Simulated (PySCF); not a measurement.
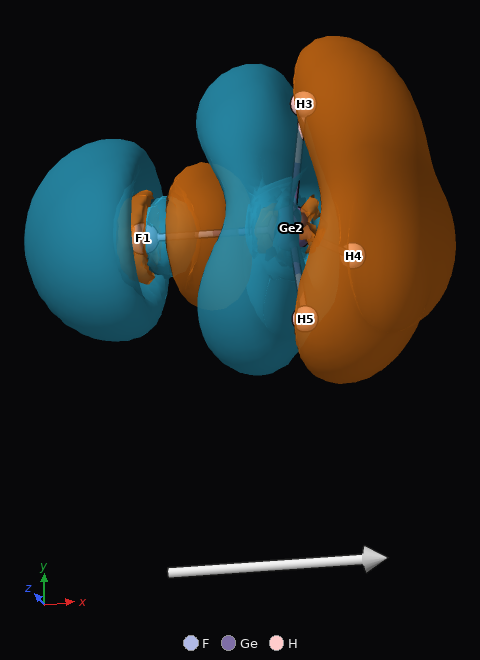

Figure 1: FGeH₃, SMILES `F[GeH3]`. Change of the electron density in a uniform field of 0.21 V/Å along +x (arrow), surfaces at ±0.0008 e/Å³ (light blue: gain, orange: loss).

Level of theory: ωB97X/def2-TZVP (PySCF), at a geometry from GFN2-xTB. No frequency check shows the geometry to be a minimum. A basis without diffuse functions makes polarisabilities too small. GFN2-xTB bond lengths at metals and heavier atoms can be off by up to 0.1 Å and shapes distorted, which carries into these values.

Coordinates in Å:

```
F1      -1.4034    0.0000   -0.0004
Ge2      0.3312   -0.0000    0.0000
H3       0.6761    1.2358    0.7645
H4       0.6813    0.0442   -1.4502
H5       0.6760   -1.2800    0.6881
```

Q: What dipole is induced, and what polarisability does it imply?

A: The induced dipole is 0.27 D (along the field); α along this axis, from the fields in both directions, is 27 bohr³ (4.0 Å³).

Q: Which atoms gain and lose the most charge?

A: Electrons gather most on F1 (Hirshfeld charge changes by −0.011 e) and leave Ge2 most (+0.003 e); 0.029 electrons are displaced in all.
